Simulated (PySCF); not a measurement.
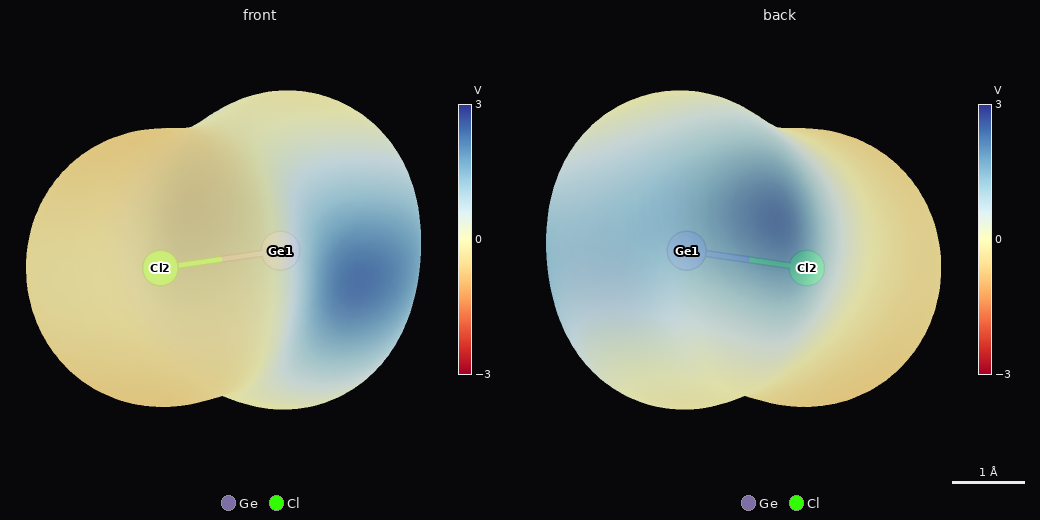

Figure 1: GeCl (doublet). The electrostatic potential painted on the density surface at 0.002 e/bohr³, seen from the front and from behind; the colour scale runs from red (negative) to blue (positive).

Method: PBE0/cc-pVTZ(-PP), non-relativistic Hamiltonian with scalar-relativistic core potentials where named, at a bond length of 2.182 Å in PySCF.

| atom | x (Å) | y (Å) | z (Å) |
| --- | --- | --- | --- |
| Ge | 0.0000 | 0.0000 | -0.7007 |
| Cl | 0.0000 | 0.0000 | 1.4813 |

> Which sites attract a positive test charge, and which a negative one?

A positive charge is drawn to the negative regions and a negative charge to the positive ones. The most negative region (about −0.6 V) lies over Cl2, the most positive (about +2.4 V) over Ge1.
